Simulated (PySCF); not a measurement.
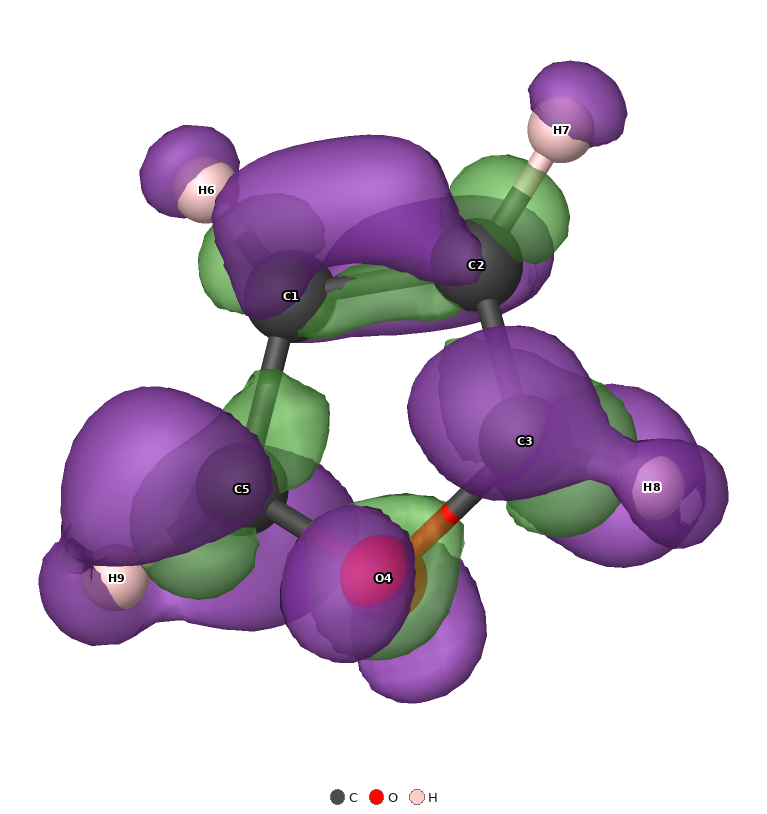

Figure 1: C4H4O, SMILES `c1ccoc1`. Fukui function f⁺ = ρ(N+1) − ρ(N) at fixed geometry, surfaces at ±0.03 e/Å³ (purple positive, green negative).

Computed with PySCF, M06-2X/6-311G**, geometry: GFN2-xTB. No frequency check shows the geometry to be a minimum.

Input script:

```python
import numpy as np
from pyscf import gto, scf, dft
from pyscf.scf import atom_ks, atom_hf
from scipy.linalg import block_diag

def solve(mol, dm0=None, hcore=None):
    mf = (dft.UKS if mol.spin else dft.RKS)(mol, xc='m062x')
    mf.grids.level = 3
    mf = mf.density_fit(auxbasis='def2-universal-jkfit')
    mf.conv_tol, mf.max_cycle = 1e-8, 80
    if hcore is not None:
        mf.get_hcore = lambda *args: hcore
    mf.kernel(dm0)
    if not mf.converged:
        mf = mf.newton().run(mf.mo_coeff, mf.mo_occ, max_cycle=30)
    assert mf.converged, 'SCF not converged'
    return mf

mol = gto.M(atom='''
C      0.71796    -0.94871     0.00000
C     -0.69887    -0.96251     0.00000
C     -1.08247     0.34192     0.00000
O     -0.01206     1.15091     0.00000
C      1.07609     0.36294     0.00000
H      1.37109    -1.79687     0.00000
H     -1.33535    -1.82322     0.00000
H     -2.04894     0.80560     0.00000
H      2.03335     0.84534     0.00000
''', basis='6-311g**', charge=0, spin=0, verbose=4)
mf = solve(mol)
out = dict(e0=mf.e_tot, dm0=mf.make_rdm1(), c=mf.mo_coeff, occ=mf.mo_occ, eps=mf.mo_energy)
for name, dq, spin in [('cation', 1, 1), ('anion', -1, 1)]:
    ion = mol.copy().set(charge=mol.charge + dq, spin=spin).build()
    mi = solve(ion)
    if spin and dq > 0 and mol.nao < 130:
        c, _, stable, _ = mi.stability(return_status=True)
        if not stable:
            mi = solve(ion, mi.make_rdm1(c, mi.mo_occ))
    print(name, 'vertical energy change / eV', (mi.e_tot - mf.e_tot) * 27.211386)
    out.update({'e_' + name: mi.e_tot, 'dm_' + name: mi.make_rdm1(), 's2_' + name: mi.spin_square()[0], 'eps_' + name: mi.mo_energy, 'occ_' + name: mi.mo_occ})
# spherically averaged free atoms, for the promolecule
atm = atom_ks.get_atm_nrks(mol, xc='m062x')
pro = block_diag(*[(atm[a[0]][2] * atm[a[0]][3]) @ atm[a[0]][2].T for a in mol._atom])
np.savez('result.npz', pro=pro, **out)
```

Command:

```sh
OMP_NUM_THREADS=1 python input.py
```

The run took 6.7 min on 1 thread of Arm Neoverse V2, with other jobs on the host, peak memory 0.73 GiB.

Partitions, critical points and surface values were worked out afterwards from this run's density.

Which atoms respond most to the addition of an electron?

Answer. f⁺ (Hirshfeld-condensed) is largest on C3 and C5 (0.17 each), C1 and C2 (0.11 each) and O4 (0.11); the vertical electron affinity is −2.65 eV (the stability of the anion's solution wasn't checked; negative, but this basis has no diffuse functions, so it doesn't show that the anion is unbound). Condensed values hint at sites of nucleophilic attack but needn't mark the atom that reacts. Orbital relaxation makes it negative in places (0.17 e in all).

| atom | f⁺ | charge |
| --- | --- | --- |
| C1 | +0.11 | −0.10 |
| C2 | +0.11 | −0.10 |
| C3 | +0.17 | +0.01 |
| O4 | +0.11 | −0.07 |
| C5 | +0.17 | +0.01 |
| H6 | +0.07 | +0.06 |
| H7 | +0.07 | +0.06 |
| H8 | +0.09 | +0.07 |
| H9 | +0.09 | +0.07 |
